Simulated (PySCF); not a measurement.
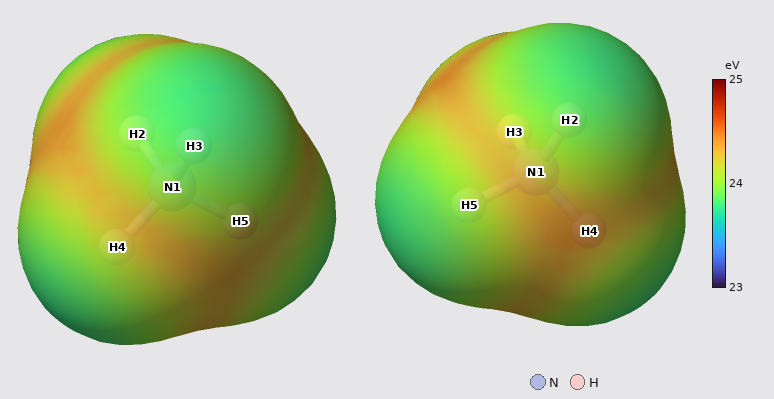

*H$_{4}$N, charge +1, SMILES `[NH4+]`. Average local ionisation energy on the surface of electron density 0.001 a.u. (back view left, front view right).*

Level of theory: PBE0/def2-SVP (PySCF), at a geometry from GFN2-xTB. No frequency check shows the geometry to be a minimum.

Question: Locate the minima of the map.

Answer: The lowest value is 23.8 eV, 1.2 Å from H5, and at like points elsewhere. For comparison, the highest occupied orbital lies at −22.7 eV.
